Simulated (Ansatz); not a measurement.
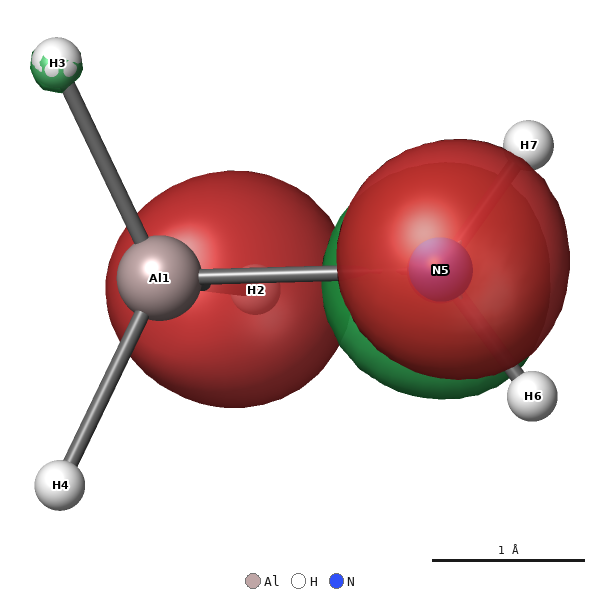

*AlH5N (doublet). The LUMO (β) at ±0.2 Å⁻³ᐟ² (green and red are the two phases), seen across its widest extent.*

Not at a stationary point (largest force 1.1 eV/Å).

All numbers below come from UKS BLYP-D4/def2-SVP (Ansatz 0.2.0).

```yaml
atoms:
  - { symbol: Al, position_ang: [0.0008, -0.0582, 0.6811] }
  - { symbol: H, position_ang: [0.5755, -1.4105, 1.2958] }
  - { symbol: H, position_ang: [1.1519, 0.8188, -0.0056] }
  - { symbol: H, position_ang: [-1.4478, -0.2191, 0.0398] }
  - { symbol: N, position_ang: [-0.1225, 0.3477, 2.5392] }
  - { symbol: H, position_ang: [-0.8734, 0.0014, 3.1555] }
  - { symbol: H, position_ang: [0.7155, 0.5200, 3.1142] }
```

Q: Where does this orbital lie, and at what energy?

A: Its weight (Hirshfeld) is mainly on N5 (about 50 %), H2 (about 25 %) and Al1 (about 15 %). Its energy is −4.91 eV.
